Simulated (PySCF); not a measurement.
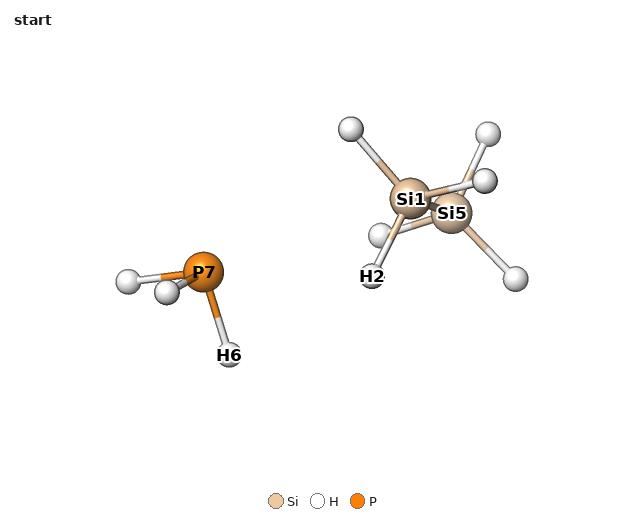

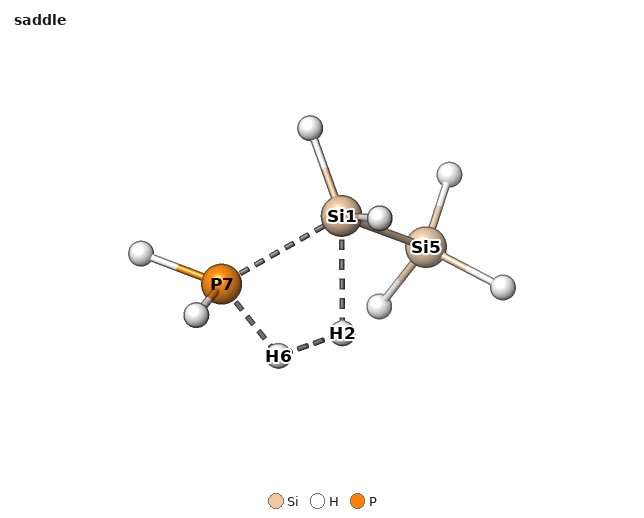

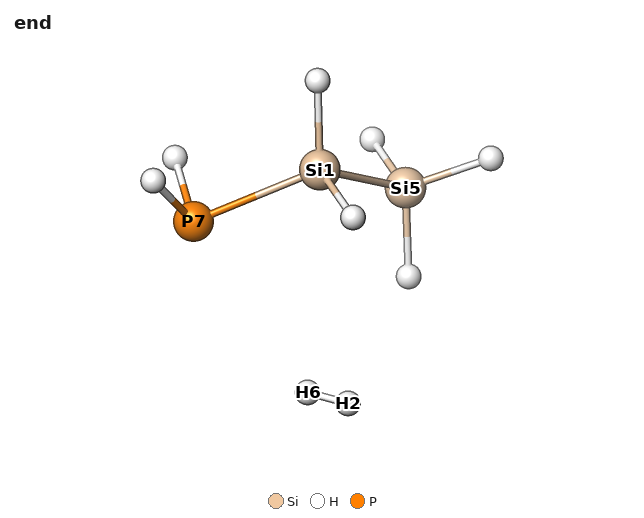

A saddle point and the two end points reached downhill from it. Broken sticks mark bonds that form or break. Charge 0, singlet. Geometries: PBE0-D4/def2-TZVP; all other levels are single points on them, and energies count from the start as drawn. Program: PySCF 2.14.0. In CBS estimates cores are frozen, and CCSD(T) − MP2 is taken in the smaller basis.

Question: Which bonds form and which break from start to end?

Answer: Formed: Si1–P7, H2–H6; broken: Si1–H2, H6–P7. At the saddle point Si1···P7 is 2.29 Å, H2···H6 is 1.33 Å, Si1···H2 is 1.90 Å, H6···P7 is 1.50 Å.

Give the electronic barrier and the reaction energy from start to end in kJ/mol (no zero-point energy) with CCSD(T)/CBS (MP2 limit from def2-TZVPP and def2-QZVPP plus CCSD(T) − MP2); B3LYP-D4/6-31G; PBE0-D4/def2-SVP; RHF/STO-3G.

| level | barrier | reaction energy |
| --- | --- | --- |
| CCSD(T)/CBS (MP2 limit from def2-TZVPP and def2-QZVPP plus CCSD(T) − MP2) | 251.6 | −0.2 |
| B3LYP-D4/6-31G | 299.6 | −6.6 |
| PBE0-D4/def2-SVP | 233.9 | +5.6 |
| RHF/STO-3G | 589.2 | +18.8 |
